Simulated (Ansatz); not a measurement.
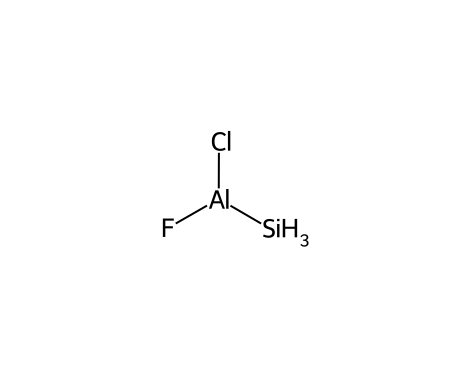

A structural formula.

> Give its SMILES.

[F][Al]([SiH3])[Cl]

> What is the molecular formula?

AlClFH3Si.

> An optimisation with PBE0-D4/def2-TZVP gave a structure of which point group?

Cs.

More results for the same structure follow; atom numbers are the same in all pictures, views and colours differ. The computed structure is the end point of a PBE0-D4/def2-TZVP optimisation.

### Geometry

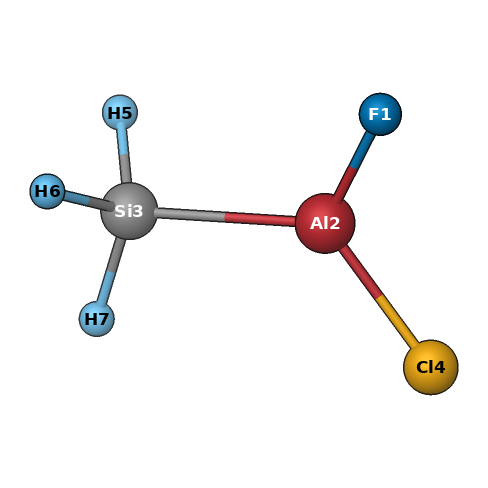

Numbered structure.

> How are the neighbours of atom 3 arranged?

Si3 has 4 neighbours (Al2 at 2.43, H5 at 1.49, H6 at 1.49, H7 at 1.49 Å); the arrangement is tetrahedral.

> How are the neighbours of atom 2 arranged?

Al2 has 3 neighbours (F1 at 1.64, Si3 at 2.43, Cl4 at 2.09 Å); the arrangement is trigonal planar.

### Vibrations

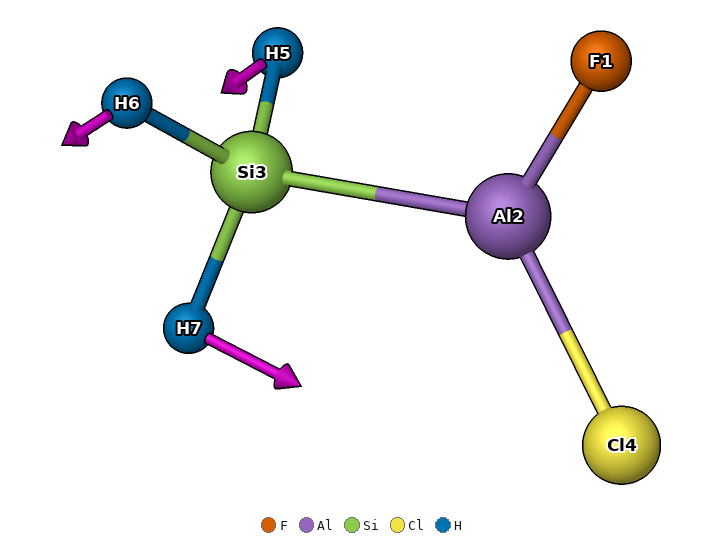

The arrows show one normal mode. Harmonic vibrations computed with RKS PBE0-D4/def2-TZVP (Ansatz 0.2.0) at a stationary point of the same level.

> What kind of motion is it?

Mostly Al–Si–H bending.

> Estimate its harmonic wavenumber.

470 cm⁻¹; it is mode 7 of 15 counted from the lowest.

### Dipole moment

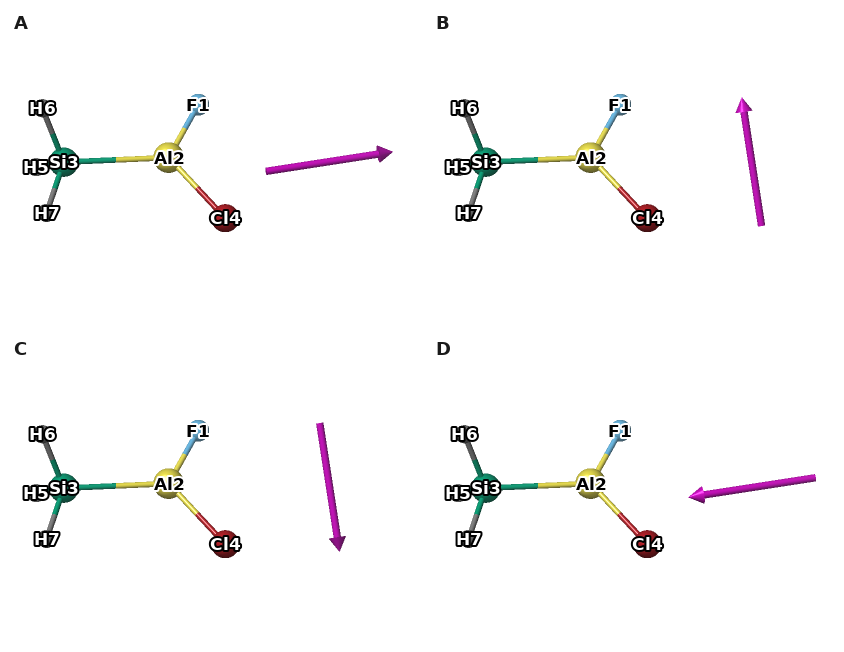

The same molecule four times, each with an arrow. Properties computed with RKS r2SCAN-D4/def2-TZVPP (Ansatz 0.2.0).

> Which arrow points along the dipole moment, from the negative to the positive end?

D. The dipole moment is 1.59 D; it points from the side of F1, Cl4 to the side of H7 (the outermost atoms at the two ends).

### Electronic properties

Level of theory: RKS BHLYP-D4/def2-TZVPP (Ansatz 0.2.0).

Computed properties:

- HOMO energy (Kohn–Sham orbital): −9.51 eV
- LUMO energy (Kohn–Sham orbital): −0.86 eV
- HOMO–LUMO gap: 8.65 eV
- dispersion correction: −20.5 kJ/mol
